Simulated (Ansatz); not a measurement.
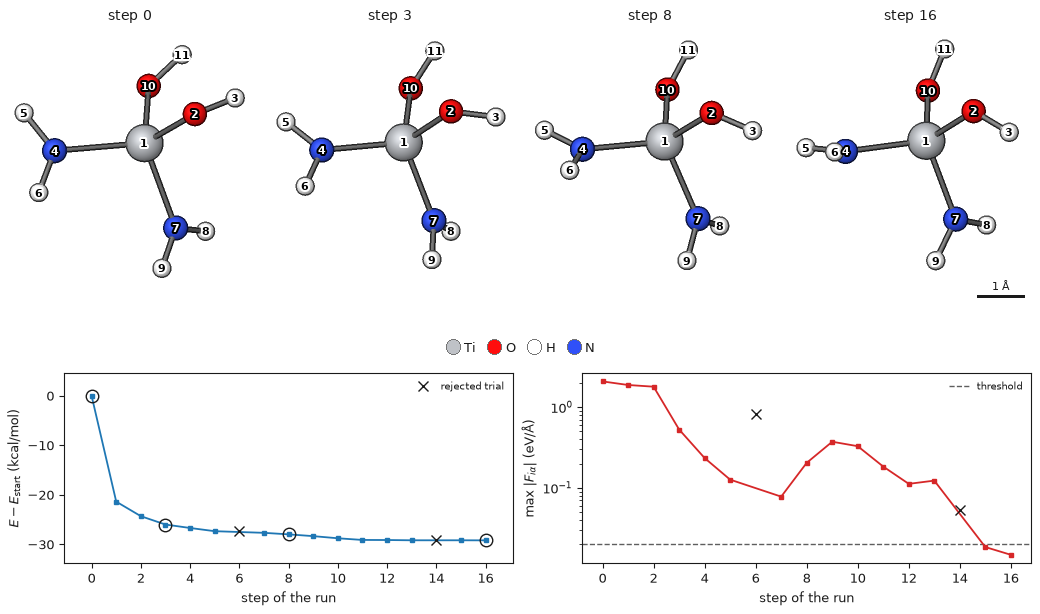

Frames of a relaxation of TiN2H6O2, marked on the history of the run. A ball-and-stick model, seen at a tilt.

The run prepares the start of a later molecular dynamics calculation, from a guessed geometry.

Computed with RKS PBE/def2-SVP (Ansatz 0.2.0).

Input
```yaml
crystal:
  periodic: [false, false, false]
  atoms:
    - { symbol: Ti, position_ang: [0.0, 0.0, 0.0] }
    - { symbol: O, position_ang: [0.0, 0.0, 1.92] }
    - { symbol: H, position_ang: [-0.9095, -0.2814, 2.2571] }
    - { symbol: "N", position_ang: [1.9426, 0.0, -0.686] }
    - { symbol: H, position_ang: [2.4408, -0.918, -0.8667] }
    - { symbol: H, position_ang: [2.4438, 0.918, -0.8582] }
    - { symbol: "N", position_ang: [-0.9703, 1.681, -0.686] }
    - { symbol: H, position_ang: [-1.9904, 1.6258, -0.9687] }
    - { symbol: H, position_ang: [-0.4498, 2.6017, -0.7565] }
    - { symbol: O, position_ang: [-0.9043, -1.5667, -0.6394] }
    - { symbol: H, position_ang: [-1.359, -2.0324, 0.133] }
basis:
  gaussian: { orbitals: def2-SVP }
hamiltonian:
  xc: pbe
relax:
  f_tol: 0.02
  max_steps: 40
```

Launched with:
```bash
ansatz run input.yaml --threads 4 --pin off --max-ram 5120MiB --backend cpu --events-out ev --progress --plain --runs-dir out
```

**What happens along the run?**

The atom that moves furthest after the best rigid fit is H6 (1.10 Å). By element the largest moves are H 1.10 Å, N 0.24 Å, O 0.17 Å, Ti 0.09 Å. Among the contacts that change: Ti1–N4 2.060 → 1.892 Å, Ti1–N7 2.059 → 1.895 Å, Ti1–O2 1.920 → 1.815 Å, Ti1–O10 1.919 → 1.816 Å. Bond angles that change, for instance: Ti1–O10–H11 109.5° → 125.6°, Ti1–O2–H3 109.5° → 124.5°, H8–N7–H9 120.0° → 109.5°. Groups turn about Ti1–O2 by about 75°, Ti1–N4 by about 65°, Ti1–O10 by about 20°. Over 14 accepted moves (16 points after the start) the energy falls by 29.2 kcal/mol. The largest force component goes from 2.1 to 0.015 eV/Å. The line search rejected the trial steps at points 6, 14 of the run. From step 0 to 3: H3 moves most (0.43 Å), energy −26.0 kcal/mol. From step 3 to 8: H6 moves most (0.48 Å), energy −1.98 kcal/mol. From step 8 to 16: H6 moves most (0.42 Å), energy −1.21 kcal/mol.

```csv
step,"E − E(0), kcal/mol","largest force component, eV/Å",note
0,0.00,2.0831,
1,-21.35,1.8813,
2,-24.29,1.7923,
3,-25.98,0.5281,
4,-26.67,0.2339,
5,-27.32,0.1263,
6,-27.28,0.8196,rejected
7,-27.65,0.0778,
8,-27.96,0.2041,
9,-28.32,0.3726,
10,-28.75,0.3282,
11,-29.09,0.1834,
12,-29.10,0.1120,
13,-29.16,0.1229,
14,-29.15,0.0525,rejected
15,-29.16,0.0185,
16,-29.17,0.0148,
```
